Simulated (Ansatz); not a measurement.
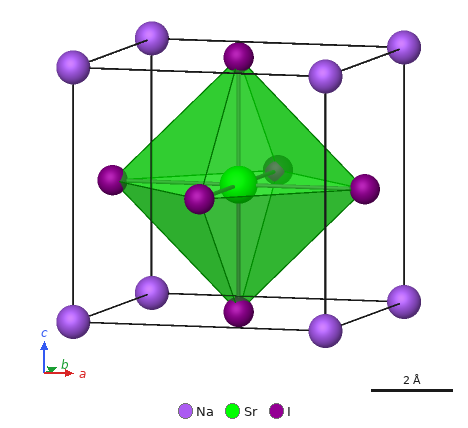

The image is a polyhedral drawing of a crystal, viewed slightly off an axis. The conventional unit cell is drawn as a box.

NaSrI3, space group P4/mmm (No. 123), a = 6.558 Å, b = 6.558 Å, c = 6.361 Å, α = 90.00°, β = 90.00°, γ = 90.00°. The structure comes from a structure type filled with these elements by a generator (whether the compound takes this form wasn't checked). The cell was then strained or its atoms displaced on purpose. It was run through Ansatz as a DFT input.

This one geometry was computed with Ansatz (DFT, plane waves, PAW) at three levels of theory: r2SCAN, HSE06 and PBE. It was relaxed with r2SCAN and then strained.

Question: How does the band gap change with the level of theory?

Answer: PBE: a gap of 2.37 eV, indirect; r2SCAN: a gap of 3.09 eV, indirect; HSE06: a gap of 3.32 eV, indirect.

Question: Collect the results in a table.

Answer:
| level | cutoff (eV) | k-mesh of the run's cell | gap (eV) | pressure (GPa) |
| --- | --- | --- | --- | --- |
| r2SCAN | 500 | 4×4×4 | 3.09 | -0.5 |
| HSE06 | 420 | 2×2×2 | 3.32 | -0.4 |
| PBE | 420 | 4×4×4 | 2.37 | -0.4 |

Gaps are taken on the k-mesh or band path of each run.
